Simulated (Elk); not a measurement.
## Fixed-spin-moment curve of AlFe

Aim: the energy of AlFe as a function of its total spin moment.

Calculated with Elk 11.2.3 (patched build); PBE; all-electron APW+lo, Dirac cores, scalar-relativistic bands.

### 1. Set-up

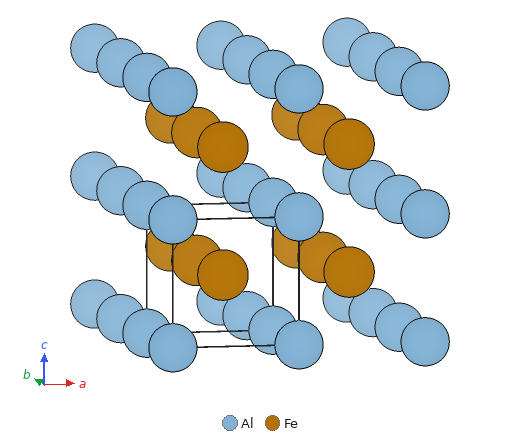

Start, viewed slightly off an axis; aluminium light blue, iron orange. 2×3×2 cells are drawn. Some periodic images of atoms are drawn too.

### 2. Unconstrained state

The free run shows where the moment settles by itself and gives the state from which the held runs start.

The last three numbers of an atom's line are a seed field in its sphere. It points against the wanted moment and shrinks by the factor reducebf each loop.

The input, elk.in:

```
tasks
  0

xctype
  20

rgkmax
  7.0

nempty
  14

swidth
  0.002

reducebf
  0.5

epsengy
  1e-05

maxscl
  120

lmaxi
  3

spinpol
  .true.

sppath
  './'

avec
  5.49910302266 0.00000000000 0.00000000000
  0.00000000000 5.49910302266 0.00000000000
  0.00000000000 0.00000000000 5.49910302266

atoms
  2
  'Al.in'
  1
  0.0000000000 0.0000000000 0.0000000000   0.000000 0.000000 0.000000
  'Fe.in'
  1
  0.5000000000 0.5000000000 0.5000000000   0.000000 0.000000 -0.084000

ngridk
  8 8 8
```

Run with:

```bash
OMP_NUM_THREADS=2 elk
```

Numbers of over 12 decimals in the logs are rounded to 6 here.

What it wrote:

```text
Warning(gndstate): core states of species 1 leak from the muffin-tin :   0.4823865702E-03

--- INFO.OUT ---
┌─────────────────────────┐
│ Elk code version 11.2.3 │
└─────────────────────────┘

All units are atomic (Hartree, Bohr, etc.)

┌─────────────────────────────────────────────────┐
│ Ground-state run starting from atomic densities │
└─────────────────────────────────────────────────┘

Lattice vectors :
   5.499103023       0.000000000       0.000000000
   0.000000000       5.499103023       0.000000000
   0.000000000       0.000000000       5.499103023

Reciprocal lattice vectors :
   1.142583669       0.000000000       0.000000000
   0.000000000       1.142583669       0.000000000
   0.000000000       0.000000000       1.142583669

Unit cell volume      :    166.2936126
Brillouin zone volume :    1.491640055

Muffin-tin inner radius fraction :   0.1000000000E-01

Nuclei treated as point charges

Species : 1 (Al)
 parameters loaded from : Al.in
 name : aluminium
 nuclear charge    :   -13.00000000
 electronic charge :    13.00000000
 atomic mass :    49184.33496
 muffin-tin radius :    2.200000000
 number of radial points in muffin-tin :    793
 inner part over the whole radius :   0.9821194981E-02
 number on inner part of muffin-tin    :    552
 approximate nuclear radius :   0.5839653600E-04
 number of mesh points to nuclear radius :    244
 atomic positions (lattice), magnetic fields (Cartesian) :
  1 :   0.00000000  0.00000000  0.00000000    0.00000000  0.00000000  0.00000000

Species : 2 (Fe)
 parameters loaded from : Fe.in
 name : iron
 nuclear charge    :   -26.00000000
 electronic charge :    26.00000000
 atomic mass :    101799.2075
 muffin-tin radius :    2.400000000
 number of radial points in muffin-tin :    993
 inner part over the whole radius :   0.9896234358E-02
 number on inner part of muffin-tin    :    700
 approximate nuclear radius :   0.7160107270E-04
 number of mesh points to nuclear radius :    332
 atomic positions (lattice), magnetic fields (Cartesian) :
  1 :   0.50000000  0.50000000  0.50000000    0.00000000  0.00000000 -0.08400000

Total number of atoms per unit cell :    2
Total muffin-tin volume :    102.5080739
 ratio of muffin-tin to unit cell volume :   0.6164282097

Spin treatment :
 spin-polarised
 global magnetic field (Cartesian) :    0.000000000       0.000000000       0.000000000
 collinear magnetisation in z-direction

Number of Bravais lattice symmetries :   48
Number of crystal symmetries         :   48
Crystal has inversion symmetry
Real symmetric eigensolver will be used

k-point grid :      8     8     8
k-point offset :    0.000000000       0.000000000       0.000000000
k-point set is reduced with full crystal symmetry group
Total number of k-points :       35

Muffin-tin radius times maximum |G+k| :    7.000000000
 using average radius
Maximum |G+k| for APW functions       :    3.043478261
Maximum (1/2)|G+k|²                   :    4.631379962
Maximum |G| for potential and density :    12.00000000
Constant for pseudocharge density :    7
 order of it for each species :   14  14
 order of it for pair densities of each species (exact exchange by exxq0 0: 14) :    8  11
Radial integration step length :    1

G-vector grid sizes :     24    24    24
Number of G-vectors :     4945

Maximum angular momentum used for
 APW functions            :    8
 outer part of muffin-tin :    6
 inner part of muffin-tin :    3

Total nuclear charge    :   -39.00000000
Total core charge       :    14.00000000
Total valence charge    :    25.00000000
Total excess charge     :    0.000000000
Total electronic charge :    39.00000000

Effective Wigner radius, rₛ :    1.005944724

Number of empty states         :     28
Total number of valence states :     82
Total number of core states    :     14

Third-order local-orbitals added for an l without core states : T
Total number of local-orbitals :     33

Exchange-correlation functional :     20     0     0
 Perdew-Burke-Ernzerhof, Phys. Rev. Lett. 77, 3865 (1996)
 gradient requirement :    1
 generalised gradient approximation (GGA)

Smearing type :    3
 Fermi-Dirac
Smearing width :   0.2000000000E-02
Effective electronic temperature (K) :    631.5500496

Mixing type :    3
 Broyden mixing, J. Phys. A: Math. Gen. 17, L317 (1984)

Kohn-Sham potential initialised from atomic data

┌──────────────────────────────┐
│ Self-consistent loop started │
└──────────────────────────────┘

┌─────────────────┐
│ Loop number : 1 │
└─────────────────┘

Energies :
 Fermi                       :     0.225767
 sum of occupied eigenvalues :     -867.90128139454
 electron kinetic            :      1533.6617639761
 core electron kinetic       :      1330.6632075467
 Coulomb                     :     -2974.8137431038
 Coulomb potential           :     -2300.3838454199
 nuclear-nuclear             :     -267.28223373280
 electron-nuclear            :     -3123.8089424496
 Hartree                     :      416.27743307865
 Madelung                    :     -1824.6218203938
 xc potential                :     -101.07406888637
 xc effective B-field        :    -0.81647982269135E-01
 external B-field            :      0.000000
 exchange                    :     -72.997503206385
 correlation                 :     -1.731272
 electron entropic           :    -0.10203935323975E-02
 total energy                :     -1515.8817745241
 (external B-field energy excluded from total)

Density of states at Fermi energy :    73.74767747
 (states/Hartree/unit cell)

Estimated indirect band gap :   0.5291389786E-03
 from k-point 23 to k-point 13
Estimated direct band gap   :   0.2745886063E-02
 at k-point 13

Charges :
 core                        :    14.00000000
 valence                     :    25.00000000
 interstitial                :    2.309652366
 muffin-tins (core leakage)
  species : 1 (Al)
   atom 1                    :    11.31727057     (  0.5127330540E-03)
  species : 2 (Fe)
   atom 1                    :    25.37307706     ( -0.2258117444E-06)
 total in muffin-tins        :    36.69034763
 total calculated charge     :    38.99956399
 total charge                :    39.00000000
 error                       :   0.4360109494E-03

Moments :
 interstitial                :  -0.5287660730E-01
 muffin-tins
  species : 1 (Al)
   atom 1                    :  -0.6168904730E-01
  species : 2 (Fe)
   atom 1                    :    2.048201386
 total in muffin-tins        :    1.986512338
 total moment                :    1.933635731

┌─────────────────┐
│ Loop number : 2 │
└─────────────────┘

Energies :
 Fermi                       :     0.226980
 sum of occupied eigenvalues :     -867.86117328603
 electron kinetic            :      1533.5025716160
 core electron kinetic       :      1330.9331305722
 Coulomb                     :     -2974.7712108936
 Coulomb potential           :     -2300.4305743272
 nuclear-nuclear             :     -267.28223373280
 electron-nuclear            :     -3123.6760253730
 Hartree                     :      416.18704821221
 Madelung                    :     -1824.5559237300
 xc potential                :     -100.84624843161
 xc effective B-field        :    -0.81587651335809E-01
 external B-field            :      0.000000
 exchange                    :     -72.992445238318
 correlation                 :     -1.731265
 electron entropic           :    -0.10200480500853E-02
 total energy                :     -1515.9933700091
 (external B-field energy excluded from total)

Density of states at Fermi energy :    73.70177649
 (states/Hartree/unit cell)

Estimated indirect band gap :   0.5762000393E-03
 from k-point 23 to k-point 13
Estimated direct band gap   :   0.2757252224E-02
 at k-point 13

Charges :
 core                        :    14.00000000
 valence                     :    25.00000000
 interstitial                :    2.312150223
 muffin-tins (core leakage)
  species : 1 (Al)
   atom 1                    :    11.31952809     (  0.5123531931E-03)
  species : 2 (Fe)
   atom 1                    :    25.36832169     ( -0.2258117036E-06)
 total in muffin-tins        :    36.68784978
 total calculated charge     :    38.99956419
 total charge                :    39.00000000
 error                       :   0.4358107577E-03

Moments :
 interstitial                :  -0.5287753513E-01
 muffin-tins
  species : 1 (Al)
   atom 1                    :  -0.6184105505E-01
  species : 2 (Fe)
   atom 1                    :    2.047577529
 total in muffin-tins        :    1.985736474
 total moment                :    1.932858939

RMS change in Kohn-Sham potential (target) :    4.811903238     (  0.1000000000E-05)
Absolute change in total energy (target)   :   0.1115954850     (  0.1000000000E-04)

[... loops 3 to 16 left out ...]

┌──────────────────┐
│ Loop number : 17 │
└──────────────────┘

Energies :
 Fermi                       :     0.312046
 sum of occupied eigenvalues :     -864.70352230730
 electron kinetic            :      1533.2956700709
 core electron kinetic       :      1330.6878099874
 Coulomb                     :     -2974.3171601403
 Coulomb potential           :     -2301.2680712544
 nuclear-nuclear             :     -267.28223373280
 electron-nuclear            :     -3121.9151577881
 Hartree                     :      414.88023138057
 Madelung                    :     -1823.6831245131
 xc potential                :     -96.718257373517
 xc effective B-field        :    -0.12863879983405E-01
 external B-field            :      0.000000
 exchange                    :     -72.890011942765
 correlation                 :     -1.734299
 electron entropic           :    -0.84860364638032E-03
 total energy                :     -1515.6466491705
 (external B-field energy excluded from total)

Density of states at Fermi energy :    63.58348415
 (states/Hartree/unit cell)

Estimated indirect band gap :   0.9726301774E-03
 from k-point 29 to k-point 6
Estimated direct band gap   :   0.1660360803E-02
 at k-point 29

Charges :
 core                        :    14.00000000
 valence                     :    25.00000000
 interstitial                :    2.339615233
 muffin-tins (core leakage)
  species : 1 (Al)
   atom 1                    :    11.37927419     (  0.4823865356E-03)
  species : 2 (Fe)
   atom 1                    :    25.28111058     ( -0.2258118261E-06)
 total in muffin-tins        :    36.66038477
 total calculated charge     :    38.99957966
 total charge                :    39.00000000
 error                       :   0.4203390823E-03

Moments :
 interstitial                :  -0.1753471002E-01
 muffin-tins
  species : 1 (Al)
   atom 1                    :  -0.3399270284E-01
  species : 2 (Fe)
   atom 1                    :   0.8037627503
 total in muffin-tins        :   0.7697700474
 total moment                :   0.7522353374

RMS change in Kohn-Sham potential (target) :   0.5192388443E-06 (  0.1000000000E-05)
Absolute change in total energy (target)   :   0.1590812190E-05 (  0.1000000000E-04)

Convergence targets achieved

┌──────────────────┐
│ Loop number : 18 │
└──────────────────┘

Energies :
 Fermi                       :     0.312045
 sum of occupied eigenvalues :     -864.70352500374
 electron kinetic            :      1533.2956741782
 core electron kinetic       :      1330.6878097056
 Coulomb                     :     -2974.3171648386
 Coulomb potential           :     -2301.2680684669
 nuclear-nuclear             :     -267.28223373280
 electron-nuclear            :     -3121.9151700588
 Hartree                     :      414.88023895303
 Madelung                    :     -1823.6831306052
 xc potential                :     -96.718267181870
 xc effective B-field        :    -0.12863612941052E-01
 external B-field            :      0.000000
 exchange                    :     -72.890012196659
 correlation                 :     -1.734299
 electron entropic           :    -0.84860882753370E-03
 total energy                :     -1515.6466500405
 (external B-field energy excluded from total)

Density of states at Fermi energy :    63.58387983
 (states/Hartree/unit cell)

Estimated indirect band gap :   0.9726736021E-03
 from k-point 29 to k-point 6
Estimated direct band gap   :   0.1660126139E-02
 at k-point 29

Charges :
 core                        :    14.00000000
 valence                     :    25.00000000
 interstitial                :    2.339615096
 muffin-tins (core leakage)
  species : 1 (Al)
   atom 1                    :    11.37927395     (  0.4823865702E-03)
  species : 2 (Fe)
   atom 1                    :    25.28111095     ( -0.2258118563E-06)
 total in muffin-tins        :    36.66038490
 total calculated charge     :    38.99957966
 total charge                :    39.00000000
 error                       :   0.4203392811E-03

Moments :
 interstitial                :  -0.1752980245E-01
 muffin-tins
  species : 1 (Al)
   atom 1                    :  -0.3399000745E-01
  species : 2 (Fe)
   atom 1                    :   0.8037548110
 total in muffin-tins        :   0.7697648036
 total moment                :   0.7522350011

┌──────────────────────────────┐
│ Self-consistent loop stopped │
└──────────────────────────────┘

Warning : core states of species 1 leak from the muffin-tin :   0.4823865702E-03

Wrote STATE.OUT
```

The job ended after 50 s (2 threads of Arm Neoverse V2, shared host; peak memory 0.11 GiB).

Spin moment in the muffin-tin sphere by atom:

```
atom  spin moment in the muffin-tin sphere (μB)
 Al1                                     -0.034
 Fe2                                      0.804
```

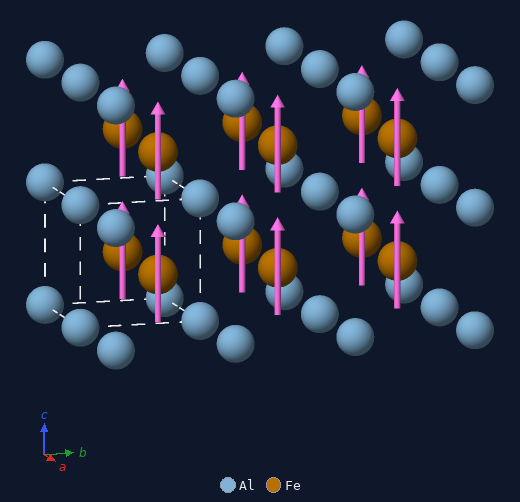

Spin moment in the muffin-tin sphere as arrows, the longest 0.804 μB. Up and down stand for the sign. Arrows give size and sign along the axis of quantisation, drawn up and down the page. 2×3×2 cells are drawn. Some periodic images of atoms are drawn too.

Read from the output:

- density of states at the Fermi level: 2.337 states/eV/cell
- moment between the spheres: -0.01753 μB
- magnetization: 0.7522 μB
- final state: ferromagnetic

After 18 cycles the largest moment stands at 0.804 μB.

### 3. Moment fixed at 0.676 μB

Holding the total moment away from its free value maps the energy around and beyond the minimum.

A uniform field is adjusted until the total moment meets the target; the run goes on from the state before.

elk.in: that of step 2 with these lines changed.

```diff
@@ -1,3 +1,3 @@
 tasks
-  0
+  1
 
@@ -30,2 +30,11 @@
 
+fsmtype
+  1
+
+momfix
+  0.000000 0.000000 0.676000
+
+taufsm
+  0.01
+
 sppath
@@ -45,3 +54,3 @@
   1
-  0.5000000000 0.5000000000 0.5000000000   0.000000 0.000000 -0.084000
+  0.5000000000 0.5000000000 0.5000000000   0.000000 0.000000 -0.000084
```

Run with:

```bash
OMP_NUM_THREADS=2 elk
```

What it wrote:

```text
Warning(gndstate): core states of species 1 leak from the muffin-tin :   0.4823900190E-03

--- INFO.OUT ---
┌─────────────────────────┐
│ Elk code version 11.2.3 │
└─────────────────────────┘

All units are atomic (Hartree, Bohr, etc.)

┌──────────────────────────────────────────┐
│ Ground-state run resuming from STATE.OUT │
└──────────────────────────────────────────┘

Lattice vectors :
   5.499103023       0.000000000       0.000000000
   0.000000000       5.499103023       0.000000000
   0.000000000       0.000000000       5.499103023

Species : 1 (Al)
 muffin-tin radius :    2.200000000
 atomic positions (lattice), magnetic fields (Cartesian) :
  1 :   0.00000000  0.00000000  0.00000000    0.00000000  0.00000000  0.00000000

Species : 2 (Fe)
 muffin-tin radius :    2.400000000
 atomic positions (lattice), magnetic fields (Cartesian) :
  1 :   0.50000000  0.50000000  0.50000000    0.00000000  0.00000000  0.00000000

Total number of atoms per unit cell :    2
Total muffin-tin volume :    102.5080739
 ratio of muffin-tin to unit cell volume :   0.6164282097

Spin treatment :
 spin-polarised
 global magnetic field (Cartesian) :    0.000000000       0.000000000       0.000000000
 collinear magnetisation in z-direction
 fixed spin moment (FSM) calculation, type :    1
  fixing total moment to (Cartesian) :
     0.000000000       0.000000000      0.6760000000

Number of Bravais lattice symmetries :   48
Number of crystal symmetries         :   48
Crystal has inversion symmetry
Real symmetric eigensolver will be used

k-point grid :      8     8     8
k-point offset :    0.000000000       0.000000000       0.000000000
k-point set is reduced with full crystal symmetry group
Total number of k-points :       35

Muffin-tin radius times maximum |G+k| :    7.000000000
 using average radius
Maximum |G+k| for APW functions       :    3.043478261
Maximum (1/2)|G+k|²                   :    4.631379962
Maximum |G| for potential and density :    12.00000000
Constant for pseudocharge density :    7
 order of it for each species :   14  14
 order of it for pair densities of each species (exact exchange by exxq0 0: 14) :    8  11
Radial integration step length :    1

G-vector grid sizes :     24    24    24
Number of G-vectors :     4945

Maximum angular momentum used for
 APW functions            :    8
 outer part of muffin-tin :    6

Number of empty states         :     28
Total number of valence states :     82
Total number of core states    :     14

Third-order local-orbitals added for an l without core states : T
Total number of local-orbitals :     33

Exchange-correlation functional :     20     0     0
 Perdew-Burke-Ernzerhof, Phys. Rev. Lett. 77, 3865 (1996)
 gradient requirement :    1
 generalised gradient approximation (GGA)

Smearing type :    3
 Fermi-Dirac
Smearing width :   0.2000000000E-02
Effective electronic temperature (K) :    631.5500496

Mixing type :    1
 Adaptive linear mixing

Potential read in from STATE.OUT

┌──────────────────────────────┐
│ Self-consistent loop started │
└──────────────────────────────┘

[... earlier loops left out ...]

┌──────────────────┐
│ Loop number : 32 │
└──────────────────┘

Energies :
 Fermi                       :     0.308289
 sum of occupied eigenvalues :     -864.69553892232
 electron kinetic            :      1533.2923832717
 core electron kinetic       :      1330.6884850484
 Coulomb                     :     -2974.3142057946
 Coulomb potential           :     -2301.2599645691
 nuclear-nuclear             :     -267.28223373280
 electron-nuclear            :     -3121.9189028560
 Hartree                     :      414.88693079424
 Madelung                    :     -1823.6842235101
 xc potential                :     -96.719497272145
 xc effective B-field        :    -0.10746170036973E-01
 external B-field            :      0.000000
 exchange                    :     -72.889268637687
 correlation                 :     -1.734380
 electron entropic           :    -0.98634663793565E-03
 total energy                :     -1515.6464579271
 (external B-field energy excluded from total)

Density of states at Fermi energy :    74.99505902
 (states/Hartree/unit cell)

Estimated indirect band gap :   0.9541677713E-04
 from k-point 24 to k-point 32
Estimated direct band gap   :   0.1595530213E-02
 at k-point 29

Charges :
 core                        :    14.00000000
 valence                     :    25.00000000
 interstitial                :    2.338592145
 muffin-tins (core leakage)
  species : 1 (Al)
   atom 1                    :    11.37924820     (  0.4823900190E-03)
  species : 2 (Fe)
   atom 1                    :    25.28215966     ( -0.2258117604E-06)
 total in muffin-tins        :    36.66140786
 total calculated charge     :    38.99957945
 total charge                :    39.00000000
 error                       :   0.4205519953E-03

Moments :
 interstitial                :  -0.2050975112E-01
 muffin-tins
  species : 1 (Al)
   atom 1                    :  -0.3281838224E-01
  species : 2 (Fe)
   atom 1                    :   0.7293356467
 total in muffin-tins        :   0.6965172645
 total moment                :   0.6760075134

FSM global effective field   :   0.3380551156E-02

┌──────────────────────────────┐
│ Self-consistent loop stopped │
└──────────────────────────────┘

Warning : core states of species 1 leak from the muffin-tin :   0.4823900190E-03

Wrote STATE.OUT
```

Run time: 87 s. Hardware: 2 threads; peak memory 0.1 GiB.

Read from the output:

```yaml
magnetization: 0.6760 μB
```

It lies 5.23 meV a cell above the free run.

(Part 1 of 2 ends here.)

[Logs and program files are shortened in this print: banners, set-up blocks, solver, clock and traceback lines can be left out without a mark of their own.]

[Logs are printed without paths, hosts, clocks, repeated set-up lines and the standing remarks that a program may print on its own settings, such as how far it seeks lower states.]

[Hosts, paths, dates, database ids (printed as entryN), source tags and the programs' standing remarks are cut or masked in the printed files.]

[Where a cell is said to come from a database of computed structures, the database is the Materials Project.]
